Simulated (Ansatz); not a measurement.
**Pressure series in BeSe**

Base system: BeSe in the zinc blende structure (space group F-43m, No. 216; a = 5.178 Å).

Cell and atoms are relaxed at each pressure.

The values are results of PBE in Ansatz (plane waves to 420 eV, PAW, without spin-orbit coupling), not measurements.

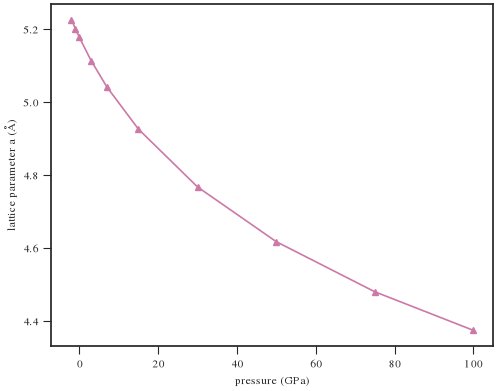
Lattice parameter a against pressure

### Question
From the plot, what is the lattice parameter a for pressure 7 GPa?

### Answer
About 5.04 Å.

### Question
Is the trend monotonic over the range shown?

### Answer
Yes, it falls throughout, spanning 4.375 Å to 5.226 Å.

Load acts through the strain it causes; cell and atoms are relaxed under it. Whether these cells are dynamically stable was not tested. Competing high-pressure phases were not computed.

Ansatz is a program for electronic structure.
